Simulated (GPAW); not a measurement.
Consider Mn3O4 (C2/m).

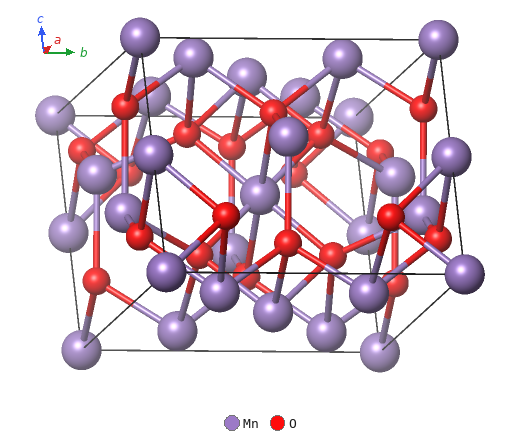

The structure (manganese light purple, oxygen red). Some periodic images of atoms are drawn too.

```xyz
14
Lattice="5.5119 -2.8714 0.0000 5.5119 2.8714 0.0000 -2.9904 0.0000 4.9130" Properties=species:S:1:pos:R:3 pbc="T T T"
Mn   -1.4952    0.0000    2.4565
Mn    2.7560    1.4357    0.0000
Mn    2.7560   -1.4357    0.0000
Mn    0.0000    0.0000    0.0000
Mn    2.2608    0.0000    3.0613
Mn    5.7727    0.0000    1.8517
O     7.6543    0.0000    1.1387
O     4.7051    1.5861    1.1989
O     3.3284    1.5861    3.7141
O     3.3284   -1.5861    3.7141
O     2.0274    0.0000    1.0499
O     0.3791    0.0000    3.7742
O     6.0061    0.0000    3.8631
O     4.7051   -1.5861    1.1989
```

Absorber: atom 11, with 2 Mn at 1.92 Å, 1 Mn at 2.02 Å and 1 Mn at 2.28 Å (distorted tetrahedral, site symmetry m). Method: GPAW, LDA, excited-electron core hole (neutral cell), 14-atom cell with 5.7 Å between holes, 4×4×4 k points, dipole transitions, Gaussian full width 0.9 eV up to 4 eV, rising linearly to 3.5 eV at 25 eV.

Q: What does the O K edge look like?

Main maxima up to 24 eV above the zero (height): 0.7 eV (1.79), 2.7 eV (1.11), 9.5 eV (1.97) and 16.4 eV (0.81). A K edge sees empty p states; the first features are O p mixed into the empty d states of the Mn neighbours, and the broad ones above probably into the cations' higher empty bands. The total-energy difference is 525.66 eV. The functional leaves an error in such absolute values: in the free atom LDA prices this hole 4.1 eV below PBE (computed apart), and PBE is itself good to a few eV.

The O K spectrum (energy from the lowest empty level; intensity scaled to a mean of 1 over the first 20 eV; polarised curves are means over the symmetry-equivalent atoms):

| E (eV) | isotropic | ε ∥ x | ε ∥ y | ε ∥ z |
| --- | --- | --- | --- | --- |
| -2.0 | 0.00 | 0.00 | 0.00 | 0.00 |
| -0.5 | 0.11 | 0.13 | 0.09 | 0.11 |
| 1.0 | 1.60 | 1.62 | 1.99 | 1.19 |
| 2.5 | 1.05 | 0.84 | 1.13 | 1.19 |
| 4.0 | 0.49 | 0.28 | 0.38 | 0.82 |
| 5.5 | 0.91 | 0.85 | 0.92 | 0.95 |
| 7.0 | 1.19 | 1.26 | 0.87 | 1.44 |
| 8.5 | 1.75 | 1.93 | 1.27 | 2.03 |
| 10.0 | 1.91 | 1.67 | 2.56 | 1.51 |
| 11.5 | 1.11 | 0.83 | 1.31 | 1.18 |
| 13.0 | 0.57 | 0.36 | 0.58 | 0.77 |
| 14.5 | 0.62 | 0.50 | 0.61 | 0.75 |
| 16.0 | 0.80 | 0.69 | 0.90 | 0.82 |
| 17.5 | 0.73 | 0.55 | 0.88 | 0.76 |
| 19.0 | 0.55 | 0.45 | 0.59 | 0.61 |
| 20.5 | 0.52 | 0.57 | 0.42 | 0.57 |
| 22.0 | 0.57 | 0.74 | 0.40 | 0.56 |
| 23.5 | 0.63 | 0.85 | 0.48 | 0.57 |
| 25.0 | 0.77 | 1.01 | 0.61 | 0.69 |
| 26.5 | 1.01 | 1.31 | 0.81 | 0.92 |
| 28.0 | 1.19 | 1.43 | 1.09 | 1.06 |
| 29.5 | 1.19 | 1.23 | 1.29 | 1.06 |
| 31.0 | 1.03 | 0.92 | 1.21 | 0.96 |

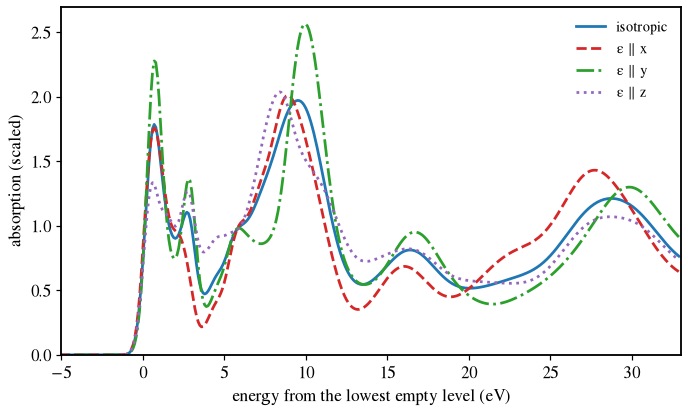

The O K edge.

The hole lies in one spin channel, while the script sums the empty states of both and takes the lower zero; where the two channels are split, this blurs and shifts the curve. The unit cell's mesh shows no gap over 0.35 eV. That is right for a metallic compound; for a small-gap or correlated insulator it would be the fault of the functional or of the assumed magnetic order, and the hole would be screened too well. The crystal has 3 inequivalent O sites and not all are shown here, while a measurement adds them all. The spins start ferromagnetically in a simple order, which needn't be the measured one; gap and edge can depend on it. The holes are only 5.7 Å apart, so the shape is probably not converged with cell size; no larger cell was run here. The mesh is coarse (0.33 Å⁻¹ between points), so small maxima may be mesh ripples. The structure is a computed Materials Project entry and may be a hypothetical form.

[Banner, clock and machine lines of the logs are left out without a mark of their own.]

[Logs are printed without paths, hosts, clocks, repeated set-up lines and the standing remarks that a program may print on its own settings, such as how far it seeks lower states.]

[Hosts, paths, dates, database ids (printed as entryN), source tags and the programs' standing remarks are cut or masked in the printed files.]

[Lists of maxima count a maximum above −3 eV only where it reaches 4 % of the highest in the window and stands out from its surroundings by 2 % of it (1.5 % where it reaches 55 %); shoulders and weaker maxima are passed over, and of the rest the first, up to two pre-edge ones and the few strongest are named.]
